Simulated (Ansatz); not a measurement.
**B2GaH3O (SMILES O=B[BH2-][GaH+]): density, localisation and related maps**

The calculation's input:

```
crystal:
  periodic: [false, false, false]
  atoms:
    - {symbol: B, position_ang: [-1.468354, -1.299151, 1.415537]}
    - {symbol: B, position_ang: [-0.470150, -0.224267, 0.616233]}
    - {symbol: Ga, position_ang: [-1.336894, 1.565388, 1.027767]}
    - {symbol: O, position_ang: [-2.227854, -2.029572, 2.014680]}
    - {symbol: H, position_ang: [0.646193, -0.102941, 1.091273]}
    - {symbol: H, position_ang: [-0.519619, -0.278560, -0.600811]}
    - {symbol: H, position_ang: [-2.015908, 2.971166, 1.349761]}
basis:
  gaussian:
    orbitals: def2-TZVPD
hamiltonian:
  xc: {name: PBE0}
output:
  forces: true
  orbitals: {seedname: orbitals}
```

Run with:

```sh
ansatz run input.yaml --threads 2 --pin off --max-ram 4350MiB --events-out events.jsonl --progress --plain --runs-dir runs
```

Geometry: B3LYP-D3(BJ)/def2-SVP.

Theory: Ansatz 0.2.0, isolated molecule in a Gaussian basis; Kohn-Sham density functional theory, functional PBE0.

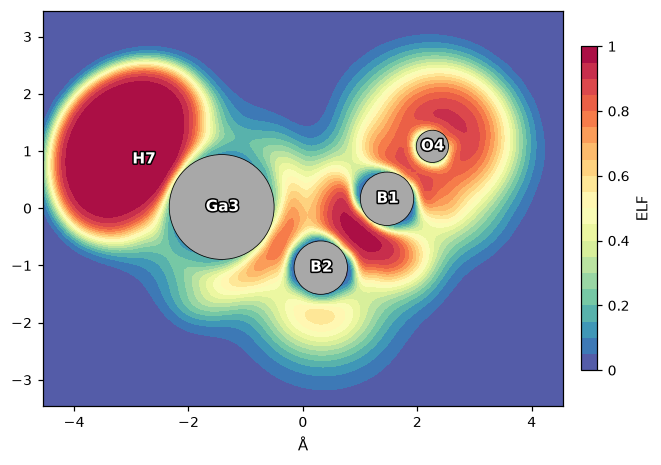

Figure 1. Electron localisation function on the plane of atoms B1, B2 and Ga3. Grey discs cover the atomic cores.

Question: What do the fields say about this system?

Answer: The plane passes through B, Ga, O and H nuclei. B–O (1.21 Å): the ELF peaks at about 0.85 between the atoms: a polar covalent bond. B–B (1.67 Å): the ELF peaks at about 1 between the atoms: a covalent bond. Ga–B (2.03 Å): the ELF peaks at about 0.80 in the valence shell of B, 0.9 Å from its nucleus, and is about 0.65 at the midpoint. Ga–H (1.59 Å): the ELF climbs to about 1 towards the hydrogen. The ELF also peaks beside O4, away from the bonds: lone-pair regions.

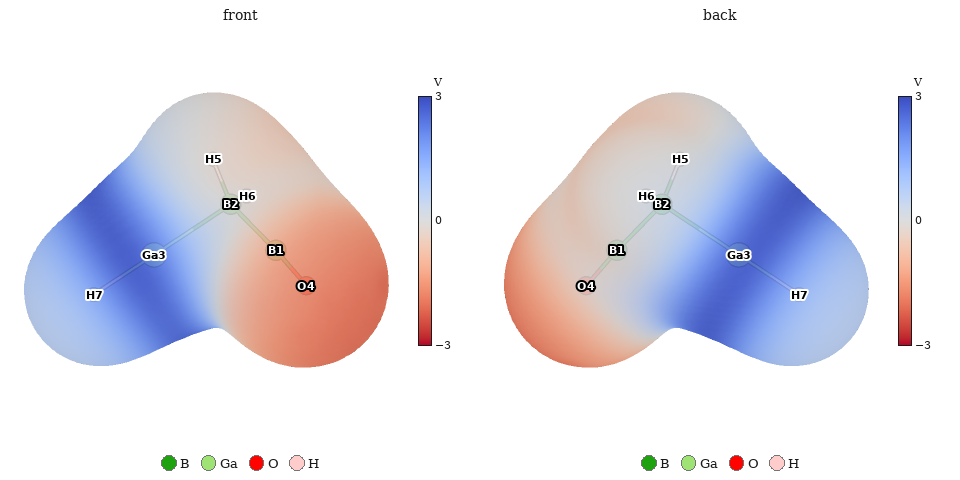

Figure 2. The molecular electrostatic potential painted on the density surface at 0.001 e/bohr³, seen from the front and from behind; the colour scale runs from red (negative) to blue (positive).

Question: Which sites attract a positive test charge, and which a negative one?

Answer: A positive charge is drawn to the negative regions and a negative charge to the positive ones. The most negative region (about −2.0 V, or −46 kcal/mol for a unit charge) lies over O4, the most positive (about +2.7 V, or +62 kcal/mol for a unit charge) over Ga3. O4 is the likeliest acceptor of a hydrogen bond.

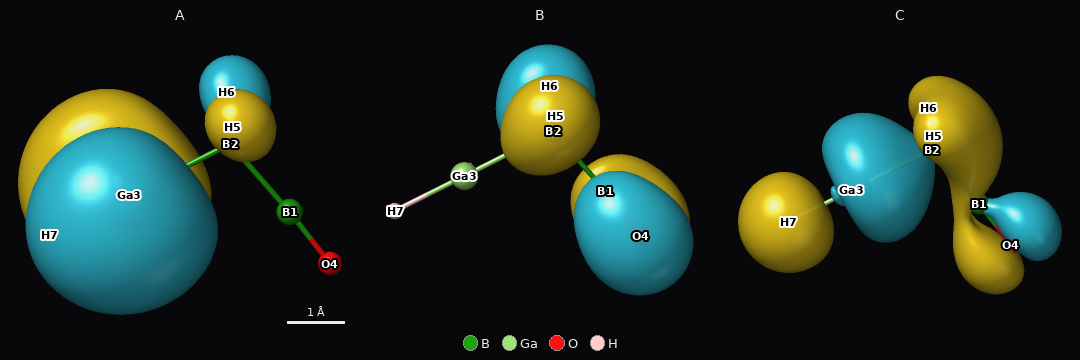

Figure 3. Three frontier orbitals at ±0.08 Å⁻³ᐟ² (yellow and cyan are the two phases), in no order.

Question: Which picture is the HOMO−1, the HOMO and the LUMO?

Answer: B is the HOMO−1 (−8.94 eV). By Hirshfeld shares it lies mainly on O4 (about 55 %), B1 (about 15 %), B2 (about 10 %), H5 (about 5 %) and H6 (about 5 %). C is the HOMO (−8.00 eV). It lies mainly on Ga3 (about 30 %), B2 (about 25 %), O4 (about 15 %), H7 (about 15 %) and B1 (about 5 %). A is the LUMO (−2.48 eV). Its weight (Hirshfeld) is mainly on Ga3 (about 80 %), B2 (about 5 %) and H7 (about 5 %).

Question: What is the HOMO–LUMO gap?

Answer: 5.52 eV between the orbital energies.
